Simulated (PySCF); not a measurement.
SMILES c1(F)cc[c](s1)[GeH3] at its GFN2-xTB optimised geometry (Å):

```
12

F      0.7366    -3.1591     0.0025
C      0.5399    -1.8401     0.0019
C      1.4977    -0.8807     0.0011
C      0.9216     0.4080     0.0000
C     -0.4407     0.4080     0.0000
Ge    -1.6557     1.9105     0.0000
S     -1.0661    -1.2089     0.0015
H      2.5519    -1.0867     0.0011
H      1.4998     1.3161    -0.0010
H     -2.5519     1.8537    -1.1905
H     -0.8433     3.1591    -0.0378
H     -2.5018     1.8970     1.2282
```

Method: B3LYP/def2-TZVP in PySCF.

Map of the HOMO−1 amplitude (bohr^(-3/2)) on the plane z = 0.6 Å; orbital energy -7.40 eV, overall sign arbitrary:

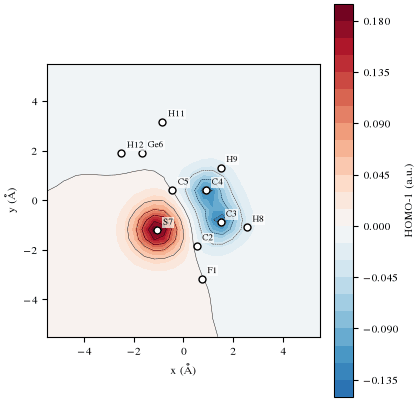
Fig. 1. HOMO−1 amplitude (bohr^(-3/2)) on the plane z = 0.6 Å.
